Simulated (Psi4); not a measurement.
**HF/aug-cc-pVTZ run of AlCl (SMILES [Al][Cl])**

Aim: the vertical singlet–triplet gap of AlCl at HF/aug-cc-pVTZ, from 2 runs. 

The calculation is run with Psi4 1.11.

### 1 The structure to begin with

The species is AlCl (2 atoms), meant as a singlet with charge 0. SMILES: `[Al][Cl]`. The bond length is the measured one.

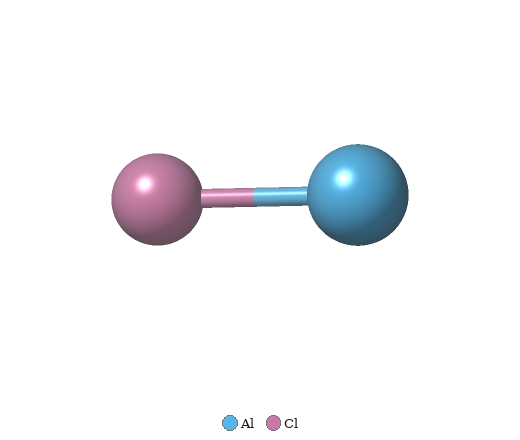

The structure, seen from a chosen angle (aluminium blue, chlorine pink).

### 2 Energy and gradient at HF/aug-cc-pVTZ

calc.dat reads:

```
memory 1600 MB

molecule molecule1 {
  Al     0.00000000     0.00000000     0.00000000
  Cl     0.00000000     0.00000000     4.02533018
  units au
  symmetry c1
  no_reorient
  no_com
}

set reference rhf
set puream true
set e_convergence 1e-09
set d_convergence 1e-08
set scf_type pk

e_tot, wfn = gradient('hf/aug-cc-pVTZ', return_wfn=True)
oeprop(wfn, 'MAYER_INDICES', 'MULLIKEN_CHARGES', 'LOWDIN_CHARGES', title='HF')
```

On the command line:

```console
$ psi4 -n 1 calc.dat calc.out
```

calc.out:

```text
[...]
  Running in c1 symmetry.
[...]
  Nuclear repulsion =   54.902328533953948
[...]
  Multiplicity = 1
[...]
  Nalpha       = 15
  Nbeta        = 15
[...]
    Number of basis functions: 100
[...]
   @RHF iter   1:  -701.49340427355173   -5.63117e-01   1.94096e-03 ADIIS/DIIS
[...]
   @RHF iter  10:  -701.51113014844725   -1.47793e-12   1.82032e-09 DIIS
[...]
    Orbital Energies [Eh]
    ---------------------
    Doubly Occupied:
       1A   -104.812343     2A    -58.518090     3A    -10.539154
       4A     -8.005209     5A     -8.004573     6A     -8.004573
       7A     -4.927691     8A     -3.236448     9A     -3.235995
      10A     -3.235995    11A     -1.069618    12A     -0.547050
      13A     -0.461978    14A     -0.461978    15A     -0.330192
[...]
  @RHF Final Energy:  -701.51113014844725
   => Energetics <=
    Nuclear Repulsion Energy =             54.9023285339539484
    One-Electron Energy =               -1082.0451482524458697
    Two-Electron Energy =                 325.6316895700445571
    Total Energy =                       -701.5111301484473643
[...]
 Multipole Moments:
 ------------------------------------------------------------------------------------
     Multipole            Electronic (a.u.)      Nuclear  (a.u.)        Total (a.u.)
 ------------------------------------------------------------------------------------
 L = 1.  Multiply by 2.5417464519 to convert [e a0] to [Debye]
 Dipole X            :          0.0000000            0.0000000            0.0000000
 Dipole Y            :          0.0000000            0.0000000            0.0000000
 Dipole Z            :        -69.0137956           68.4306131           -0.5831825
 Magnitude           :                                                    0.5831825
[...]
  -Total Gradient:
     Atom            X                  Y                   Z
    ------   -----------------  -----------------  -----------------
       1        0.000000000000     0.000000000000     0.007083806417
       2       -0.000000000000    -0.000000000000    -0.007083806419
[...]
  Mulliken Charges: (a.u.)
   Center  Symbol    Alpha    Beta     Spin     Total
       1    AL     6.34187  6.34187  0.00000  0.31626
       2    CL     8.65813  8.65813  0.00000 -0.31626
   Total alpha = 15.00000, Total beta = 15.00000, Total charge =  0.00000
  Lowdin Charges: (a.u.)
   Center  Symbol    Alpha    Beta     Spin     Total
       1    AL     6.55864  6.55864  0.00000 -0.11728
       2    CL     8.44136  8.44136  0.00000  0.11728
  Total alpha = 15.00000, Total beta = 15.00000, Total charge =  0.00000
[...]
```

It took 46 s on 1 thread of Intel Xeon Platinum 8259CL at 2.50GHz (Skylake/Cascade Lake), shared host; peak memory 0.59 GiB.

### 3 The triplet

run.py reads:

```python
import psi4

psi4.set_memory(1600000000)
psi4.set_num_threads(1)
psi4.set_output_file('output.dat', False)

m = psi4.geometry("""
0 3
Al     0.000000     0.000000     0.000000
Cl     0.000000     0.000000     2.130113
symmetry c1
""")

options = {'basis': 'aug-cc-pVTZ', 'reference': 'uhf', 'puream': True, 'e_convergence': 1e-09, 'd_convergence': 1e-08, 'scf_type': 'pk', 'maxiter': 200}
psi4.set_options(options)

E, wfn = psi4.gradient('hf', return_wfn=True)
print('gradient / Eh bohr^-1')
print(E.np.round(6))
print(f'energy = {wfn.energy():.10f} Eh')
```

On the command line:

```console
$ python run.py
```

output.dat:

```text
[...]
  Running in c1 symmetry.
[...]
  Nuclear repulsion =   54.902328448335837
[...]
  Multiplicity = 3
[...]
  Nalpha       = 16
  Nbeta        = 14
[...]
    Number of basis functions: 100
[...]
   @UHF iter   1:  -701.39820732558542   -4.67920e-01   2.05006e-03 DIIS/ADIIS
[...]
   @UHF iter  12:  -701.43389639849784   -2.30784e-11   8.08453e-09 DIIS
[...]
   @S^2 Observed:                2.002804972E+00
[...]
    Orbital Energies [Eh]
    ---------------------
    Alpha Occupied:
       1A   -104.824265     2A    -58.555056     3A    -10.549780
       4A     -8.018028     5A     -8.015550     6A     -8.014583
       7A     -4.966957     8A     -3.283130     9A     -3.276883
      10A     -3.275458    11A     -1.081161    12A     -0.576316
      13A     -0.477856    14A     -0.467974    15A     -0.423334
      16A     -0.247313
    Alpha Virtual:
      17A     -0.002356    18A      0.029217    19A      0.040444
      20A      0.042748    21A      0.046794    22A      0.084494
      23A      0.096599    24A      0.096662    25A      0.112214
[...]
  @UHF Final Energy:  -701.43389639849784
   => Energetics <=
    Nuclear Repulsion Energy =             54.9023284483358367
    One-Electron Energy =               -1081.4131923749018824
    Two-Electron Energy =                 325.0769675280682804
    Total Energy =                       -701.4338963984978363
  UHF NO Occupations:
  HONO-2 :   14  A 1.9991749
  HONO-1 :   15  A 1.0000000
[...]
 Multipole Moments:
 ------------------------------------------------------------------------------------
     Multipole            Electronic (a.u.)      Nuclear  (a.u.)        Total (a.u.)
 ------------------------------------------------------------------------------------
 L = 1.  Multiply by 2.5417464519 to convert [e a0] to [Debye]
 Dipole X            :         -0.0000000            0.0000000           -0.0000000
 Dipole Y            :         -0.0000000            0.0000000           -0.0000000
 Dipole Z            :         -1.0605421            0.2658241           -0.7947180
 Magnitude           :                                                    0.7947180
[...]
  -Total Gradient:
     Atom            X                  Y                   Z
    ------   -----------------  -----------------  -----------------
       1       -0.000000000000    -0.000000000000    -0.003886027066
       2        0.000000000000     0.000000000000     0.003886027063
[...]
```

The script printed:

```text
gradient / Eh bohr^-1
[[-0.       -0.       -0.003886]
 [ 0.        0.        0.003886]]
energy = -701.4338963985 Eh
```

It took 44 s on 1 thread of Intel Xeon Platinum 8259CL at 2.50GHz (Skylake/Cascade Lake), shared host; peak memory 0.59 GiB.

### 4 Outcome

At HF/aug-cc-pVTZ:

| quantity | value |
| --- | --- |
| singlet: total energy | -701.51113 Eh |
| singlet: dipole moment | 1.48 D |
| singlet: HOMO energy | -8.98 eV |
| singlet: LUMO energy | 0.47 eV |
| singlet: HOMO–LUMO gap | 9.46 eV |
| singlet: largest force on an atom | 0.364 eV/Å |
| triplet: total energy | -701.43390 Eh |
| triplet: dipole moment | 2.02 D |
| triplet: HOMO energy (highest over α and β) | -6.73 eV |
| triplet: LUMO energy (lowest over α and β) | -0.88 eV |
| triplet: ⟨S²⟩ | 2.003 |
| triplet: largest force on an atom | 0.200 eV/Å |
| vertical energy of the triplet above the singlet | 2.102 eV |

**Reading.** At this shape the triplet lies 2.10 eV (48 kcal/mol) above the singlet. The largest force (singlet) is 0.36 eV/Å: the shape isn't a stationary point for this species at this level.
